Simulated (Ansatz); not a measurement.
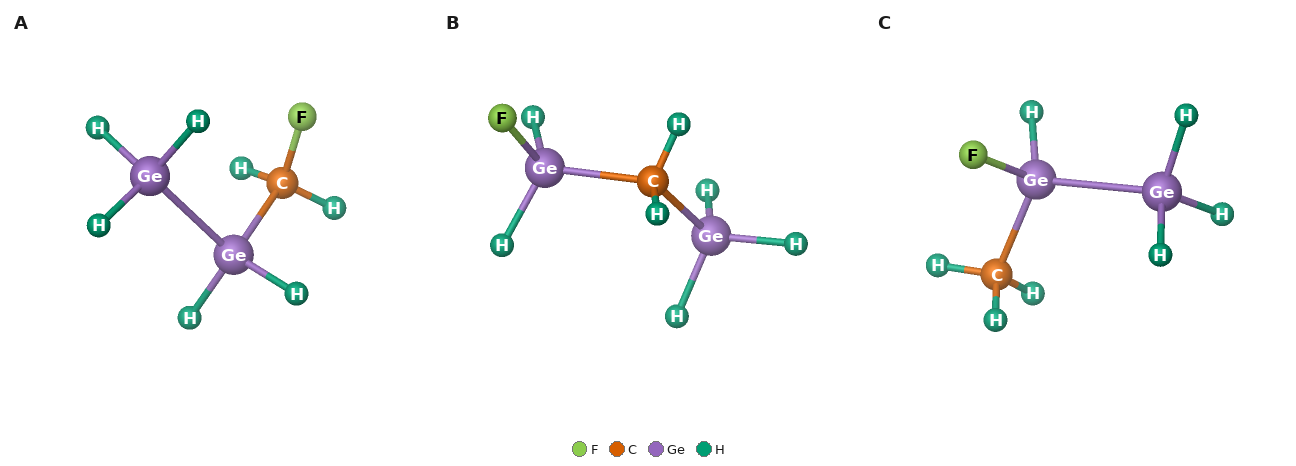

3 stationary structures of one formula. Geometries: PBE-D4/def2-SVP. Electronic energies: PBE-D4/def2-SVP (Ansatz 0.2.0), without zero-point energy. No frequency run is at hand to confirm each as a minimum. Each is one conformer, not always the lowest.

### How are they related?

They are constitutional isomers of CH7FGe2: A `F[CH2][GeH2][GeH3]`, B `[F][GeH2][CH2][GeH3]`, C `[CH3][Ge@@H]([F])[GeH3]`.

### Which structure is the most stable?

C is lowest; B lies 48.4 kJ/mol above it, A lies 153.1 kJ/mol above it.
